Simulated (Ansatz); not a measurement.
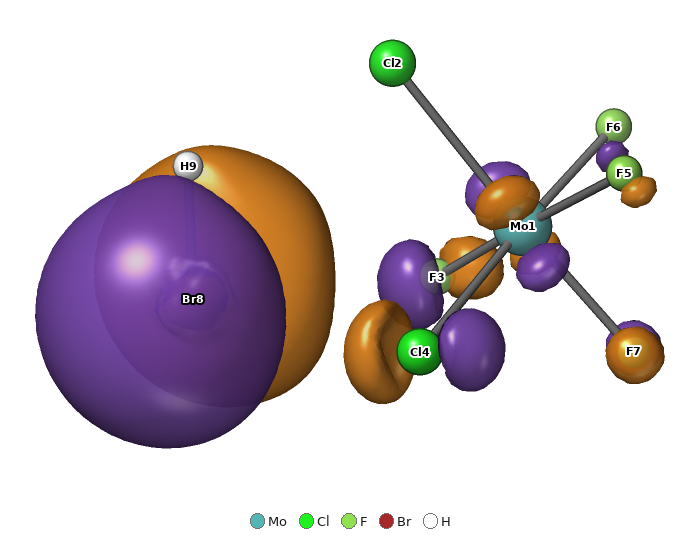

Cl₂F₄Mo···HBr. The HOMO−1 at ±0.08 Å⁻³ᐟ² (orange and purple are the two phases), seen across its widest extent.

Core potentials replace the inner electrons of Mo; not at a stationary point (largest force 1.6 eV/Å).

Computed with RKS PBE/def2-SVP (Ansatz).

The calculation's input:

```
crystal:
  periodic: [false, false, false]
  atoms:
    - { symbol: Mo, position_ang: [0.0, 0.0, 0.0] }
    - { symbol: Cl, position_ang: [0.0, 0.0, 2.66] }
    - { symbol: F, position_ang: [1.77, 0.0, 0.0] }
    - { symbol: Cl, position_ang: [0.0, 2.31, 0.0] }
    - { symbol: F, position_ang: [-1.77, 0.0, 0.0] }
    - { symbol: F, position_ang: [0.0, -1.77, 0.0] }
    - { symbol: F, position_ang: [0.0, 0.0, -1.77] }
    - { symbol: Br, position_ang: [1.8335, 1.9101, 0.8797] }
    - { symbol: H, position_ang: [1.0356, 1.0788, 2.1967] }
basis:
  gaussian: { orbitals: def2-SVP }
hamiltonian:
  xc: pbe
relax:
  f_tol: 0.15
  max_steps: 25
  restrain:
    - { distance: [0, 7], at: 3.69, k: 30.0 }
    - { distance: [8, 1], at: 2.57, k: 30.0 }
    - { distance: [0, 1], at: 2.31, k: 30.0 }
    - { distance: [8, 7], at: 1.55, k: 30.0 }
output:
  orbitals: {}
```

Command:

```sh
ansatz run input.yaml --threads 4 --pin off --max-ram 5120MiB --backend cpu --events-out ev --progress --plain --runs-dir out
```

The fields are those of the run's last geometry, not of the input's.

Describe this orbital and give its energy.

Answer. Its weight (Hirshfeld) is mainly on Br8 (about 90 %); largely a lone pair of Br8. Its energy is −7.40 eV.
